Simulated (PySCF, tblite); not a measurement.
# C₆H₈FOSi radical: geometry, infrared bands and EPR parameters

Aim: predict the infrared bands and EPR parameters of C₆H₈FOSi radical (`[C]#C[C@@H]1COC[C@H](F)[SiH2]1`).

Computed with tblite 0.8.0 and PySCF 2.14.0, with density-fitted response routines of our own, on a single molecule in the gas phase. Atoms count from 0, in the outputs and in this text.

**1. The molecule as given**

17 atoms, charge 0, multiplicity 2; geometry from: force field or distance geometry start.

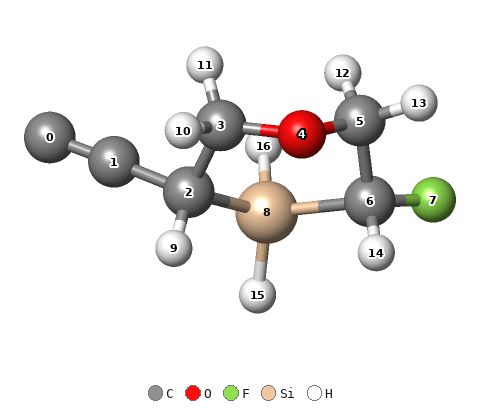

As it starts; carbon grey, oxygen red, fluorine green, silicon light orange, hydrogen white, atoms numbered.

**2. Optimising the geometry with GFN2-xTB**

The job: settings as JSON, then the geometry in Å.

```
{"job": {"kind": "relax", "xc": "GFN2-xTB", "basis": "xTB"}, "charge": 0, "multiplicity": 2}
C      3.481500     0.457900    -1.080900
C      2.454800     0.341600    -0.412300
C      1.257700     0.181600     0.437700
C      0.752900    -1.219100     0.303800
O     -0.552700    -1.416900     0.706900
C     -1.507600    -0.872700    -0.136300
C     -1.677000     0.594800     0.254400
F     -2.719800     1.202600    -0.370500
Si    -0.026800     1.360200    -0.253600
H      1.511400     0.431000     1.467700
H      1.374400    -1.834000     1.020300
H      0.998800    -1.601700    -0.689800
H     -1.247600    -0.892900    -1.192600
H     -2.460700    -1.418500     0.008800
H     -1.768000     0.642200     1.373800
H      0.116600     2.720900     0.282700
H      0.005100     1.335100    -1.730000
```

Command:

```
OMP_NUM_THREADS=1 python probes_run.py task.json out
```

This one command runs all jobs of the session in turn.

**Question.** This job is followed by: GFN2-xTB harmonic vibrations, gas phase; UKS B3LYP, pcH-1 on C F H O Si, non-relativistic, mean-field spin-orbit, GIAO. Predict these results of the whole session: strongest single infrared mode (GFN2-xTB); zero-point energy (GFN2-xTB); g(iso) (B3LYP); ⟨S²⟩; largest a(iso); potential on the surface of density 0.002 e/bohr³, 1st and 99th percentile.

The runs gave:

| quantity | value |
| --- | --- |
| strongest single infrared mode (GFN2-xTB) | 2112 cm⁻¹, 403 km/mol |
| zero-point energy (GFN2-xTB) | 74.7 kcal/mol |
| g(iso) (B3LYP) | 2.00346 |
| ⟨S²⟩ | 0.757 (exact 0.75) |
| largest a(iso) | 13C on C0, 496.0 MHz |
| potential on the surface of density 0.002 e/bohr³, 1st and 99th percentile | -1.09 V and 1.45 V |

In words: Relaxing lowered the energy by 0.456 eV in 86 steps; the close pair that moved most is C2–Si8, from 1.875 to 1.922 Å. No mode is imaginary among the 45: a minimum at this level. The strongest single mode, at 2112 cm⁻¹, moves mainly C1 and C0. GFN2-xTB is a fitted tight-binding method: band positions and strengths are rough. Its intensities can rank the bands wrongly. C0 carries the largest spin population, 0.78 e. The isotropic g lies 1.1 ppt above the free-electron value. These values are for one conformer; the search (at its own cheap level) found 2 more, at 0.01, 3.65 kcal/mol (those within 0.05 may be mirror or relabelled copies), and measured spectra average over such forms.
